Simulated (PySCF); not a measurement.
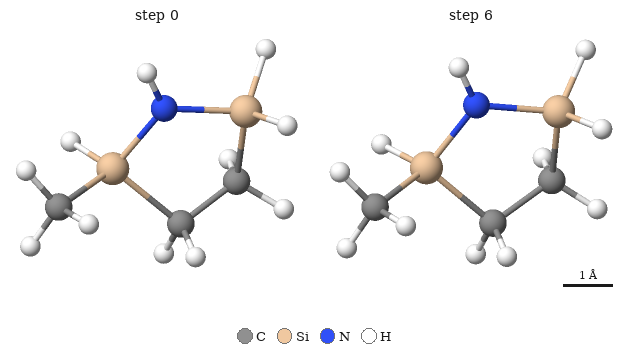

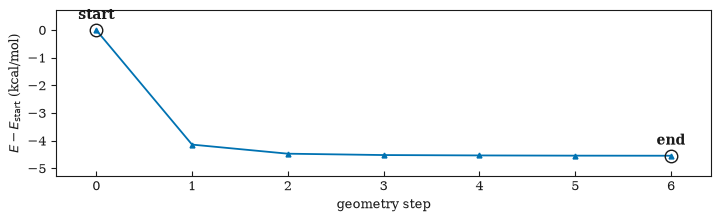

First and last geometry of a relaxation of C$_{3}$H$_{11}$NSi$_{2}$, with the history of the run. A ball-and-stick model, seen at a tilt.

The start comes from GFN2-xTB. Its atoms were then displaced at random by about 0.01 Å.

These are results of PBE0-D3(BJ)/def2-SVP geometry optimisation, gas phase in PySCF 2.14.0, density-fitted response routines, not measurements. 

### What do the curves and the structures tell?

It converged. The largest move after the best rigid fit is that of an H atom, 0.14 Å. Largest moves by element: H 0.14 Å, N 0.08 Å, C 0.05 Å, Si 0.03 Å. Near-neighbour distances that change, for instance: C–C 1.482 → 1.541 Å, C–H 1.061 → 1.102 Å, C–Si 1.911 → 1.875 Å, C–H 1.129 → 1.102 Å. Bond angles that change, for instance: H–Si–H 110.2° → 106.7°, C–C–Si 110.9° → 107.7°, H–C–H 105.1° → 108.2°. Over 6 geometry steps the energy falls by 4.54 kcal/mol.
